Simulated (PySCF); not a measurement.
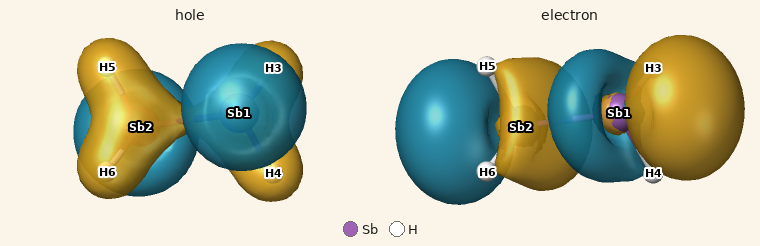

*H4Sb2. Leading natural transition orbital pair of S₁ (TDA singlet states); the surfaces enclose about 70 % of each orbital's density.*

PySCF calculation, CAM-B3LYP/def2-SVPD, gas phase; geometry: GFN2-xTB. Core potentials replace the inner electrons of Sb; spin–orbit coupling isn't included. No frequency check shows the geometry to be a minimum. GFN2-xTB bond lengths at metals and heavier atoms can be off by up to 0.1 Å and shapes distorted, which carries into these values.

Input script:

```python
import numpy as np
from pyscf import gto, scf, dft, tdscf
from pyscf.scf import atom_ks, atom_hf
from scipy.linalg import block_diag

def solve(mol, dm0=None, hcore=None):
    mf = (dft.UKS if mol.spin else dft.RKS)(mol, xc='camb3lyp')
    mf.grids.level = 3
    mf = mf.density_fit(auxbasis='def2-universal-jkfit')
    mf.conv_tol, mf.max_cycle = 1e-8, 80
    if hcore is not None:
        mf.get_hcore = lambda *args: hcore
    mf.kernel(dm0)
    if not mf.converged:
        mf = mf.newton().run(mf.mo_coeff, mf.mo_occ, max_cycle=30)
    assert mf.converged, 'SCF not converged'
    return mf

mol = gto.M(atom='''
Sb    -1.37840     0.04700     0.00001
Sb     1.37840    -0.04700     0.00001
H     -1.40010    -1.17997     1.17060
H     -1.40010    -1.17997    -1.17086
H      1.40010     1.17997     1.17060
H      1.40010     1.17997    -1.17086
''', basis='def2-svpd', ecp={'Sb': 'def2-svpd'}, charge=0, spin=0, verbose=4)
mf = solve(mol)
td = mf.TDA()
td.nstates, td.singlet, td.conv_tol = 4, True, 1e-5
td.kernel()
td.analyze()
x, y = np.array([p[0] for p in td.xy]), np.array([p[1] + 0 * p[0] for p in td.xy])
f, mu = td.oscillator_strength(), td.transition_dipole()
nto = [td.get_nto(state=i + 1, verbose=4) for i in range(len(td.e))]
# spherically averaged free atoms, for the promolecule
atom_ks.AtomSphAverageRKS.init_guess_by_vsap = lambda self, mol=None: self.init_guess_by_minao(mol)  # core potentials
atm = atom_ks.get_atm_nrks(mol, xc='camb3lyp')
pro = block_diag(*[(atm[a[0]][2] * atm[a[0]][3]) @ atm[a[0]][2].T for a in mol._atom])
np.savez('result.npz', e=td.e, f=f, ok=td.converged, w=[n[0] for n in nto], nto=[n[1] for n in nto], x=x, y=y, c=mf.mo_coeff, occ=mf.mo_occ, eps=mf.mo_energy, pro=pro, mu=mu)
```

Run with:

```sh
OMP_NUM_THREADS=1 python input.py
```

The run took 26 s on 1 thread of AMD EPYC 9B45 (Zen 5), with other jobs on the host, peak memory 0.52 GiB.

### Give its energy and the atoms that hole and electron lie on.

5.28 eV (235 nm), f = 0.491 (bright), diffuse (Rydberg-like) orbital; the leading pair carries 97 %; hole on Sb1 and Sb2 (40 % each), electron on Sb1 and Sb2 (45 % each) (atom shares of so diffuse an orbital are rough); their centroids lie 0.0 Å apart. In canonical orbitals it is mainly HOMO → LUMO (81 %). The HOMO–LUMO gap is 7.59 eV.
